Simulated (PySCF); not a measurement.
# BH3F− (SMILES [BH3-]F) at HF-D3(0)/def2-mTZVP (density fitting with cc-pvtz-jkfit)

Aim: the vertical singlet–triplet gap of BH3F− at HF-D3(0)/def2-mTZVP (density fitting with cc-pvtz-jkfit), from 2 runs. The job is set up through an ASE script.

The calculation is run with PySCF 2.14.0.

6 further runs of the same task are left out: 1 for a known fault of the program, 1 that didn't finish, 4 set aside as unsound or not needed.

## (1) The system as given

BH3F− has 5 atoms, charge -1, and is taken as a singlet. SMILES: `[BH3-]F`. Geometry: relaxed at GFN2-xTB.

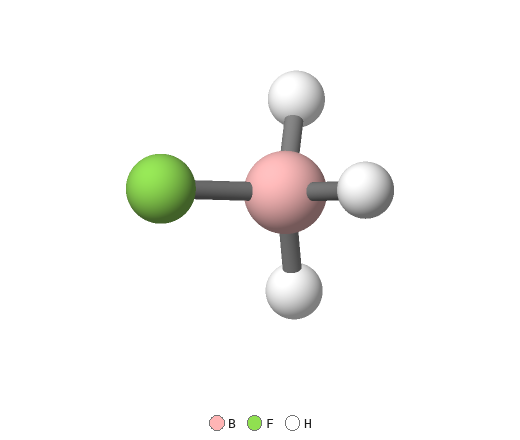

The structure, seen from a chosen angle (boron pink, fluorine green, hydrogen white).

## (2) Energy and forces at HF-D3(0)/def2-mTZVP (density fitting with cc-pvtz-jkfit)

The input, input.py:

```python
# [BH3-]F
import pyscf.grad
from pyscf import gto, scf
from pyscf.pbc.tools.pyscf_ase import PySCF, ase_atoms_to_pyscf
from ase import Atoms

atoms = Atoms(['B', 'F', 'H', 'H', 'H'], positions=[
    [-0.035750, 0.029280, -0.033890],
    [0.855550, -0.717910, 0.826970],
    [-1.067340, 0.264210, 0.588100],
    [-0.274560, -0.651290, -1.027540],
    [0.522090, 1.075700, -0.353640],
])

molecule = gto.M(
    atom=ase_atoms_to_pyscf(atoms),
    verbose=0,
    max_memory=1860,
    basis='def2-mtzvp',
    charge=-1,
)

mf = scf.RHF(molecule)
mf = mf.density_fit(auxbasis='cc-pvtz-jkfit')
mf.disp = 'd3zero'
atoms.calc = PySCF(method=mf)

e_ev = atoms.get_potential_energy()
print('energy %.6f eV' % e_ev)
forces = atoms.get_forces()
print('forces (eV/A)')
print(forces.round(5))
print('dipole (e A)', atoms.get_dipole_moment().round(5))
```

Started as:

```sh
$ OMP_NUM_THREADS=1 python input.py
```

Standard output:

```text
energy -3427.232904 eV
forces (eV/A)
[[ 0.39835 -0.31148  0.36045]
 [ 0.10336 -0.08784  0.10069]
 [-0.31777  0.1399   0.00221]
 [-0.16753 -0.02869 -0.29378]
 [-0.01641  0.28811 -0.16957]]

WARN: System has nonzero charge -1; the dipole moment is origin-dependent.
Location of origin: [0. 0. 0.]

Dipole moment(X, Y, Z, Debye): -0.85173,  0.71139, -0.81949
dipole (e A) [-0.17733  0.14811 -0.17061]
```

Run time: 0.79 s. Hardware: 1 thread of Intel Xeon 6975P-C (Granite Rapids), shared host; peak memory 0.15 GiB.

## (3) The triplet at the same level

Edit input.py of step 2 so:

```diff
@@ -1,2 +1 @@
-# [BH3-]F
 import pyscf.grad
@@ -14,6 +13,7 @@
 
-molecule = gto.M(
+mol = gto.M(
     atom=ase_atoms_to_pyscf(atoms),
+    max_memory=1860,
+    spin=2,
     verbose=0,
-    max_memory=1860,
     basis='def2-mtzvp',
@@ -22,6 +22,6 @@
 
-mf = scf.RHF(molecule)
-mf = mf.density_fit(auxbasis='cc-pvtz-jkfit')
-mf.disp = 'd3zero'
-atoms.calc = PySCF(method=mf)
+myscf = scf.UHF(mol)
+myscf = myscf.density_fit(auxbasis='cc-pvtz-jkfit')
+myscf.disp = 'd3zero'
+atoms.calc = PySCF(method=myscf)
```

Started as:

```sh
$ OMP_NUM_THREADS=1 python input.py
```

Standard output:

```text
energy -3420.068899 eV
forces (eV/A)
[[-2.20467 -5.92499  2.2877 ]
 [-0.20325  1.18276 -0.77122]
 [ 1.12605  1.44932 -0.52807]
 [ 0.96809  1.64447 -0.19723]
 [ 0.31379  1.64844 -0.79117]]

WARN: System has nonzero charge -1; the dipole moment is origin-dependent.
Location of origin: [0. 0. 0.]

Dipole moment(X, Y, Z, Debye):  3.34835, -2.53314,  3.07237
dipole (e A) [ 0.69711 -0.52738  0.63965]
```

Wall time 1 s (1 thread of Intel Xeon 6975P-C (Granite Rapids), shared host); peak memory 0.15 GiB.

## (4) Outcome

At HF-D3(0)/def2-mTZVP (density fitting with cc-pvtz-jkfit):

```
                                                      quantity          value
                                         singlet: total energy  -125.94849 Eh
                                          singlet: HOMO energy       -5.08 eV
                                          singlet: LUMO energy        9.01 eV
singlet: HOMO–LUMO gap (to an unbound level, set by the basis)       14.09 eV
                                    singlet: dispersion energy   -3.80 kJ/mol
                             singlet: largest force on an atom     0.621 eV/Å
                                         triplet: total energy  -125.68521 Eh
                   triplet: HOMO energy (highest over α and β)        3.08 eV
                                    triplet: dispersion energy   -3.80 kJ/mol
                                                 triplet: ⟨S²⟩          2.011
                             triplet: largest force on an atom     6.723 eV/Å
              vertical energy of the triplet above the singlet       7.164 eV
```

At this shape the triplet lies 7.16 eV (691 kJ/mol) above the singlet. For an anion a state so high probably lies above electron detachment. The largest force (singlet) is 0.62 eV/Å: the shape isn't a stationary point for this species at this level. Mulliken charges (singlet) run from -0.58 on F2 to +0.25 on B1. Mulliken charges (triplet) run from -1.48 on B1 to +0.55 on H5. The HOMO (triplet) lies at positive energy, 3.08 eV: the electron is unbound at this level or held by a compact basis; values depend on the basis.
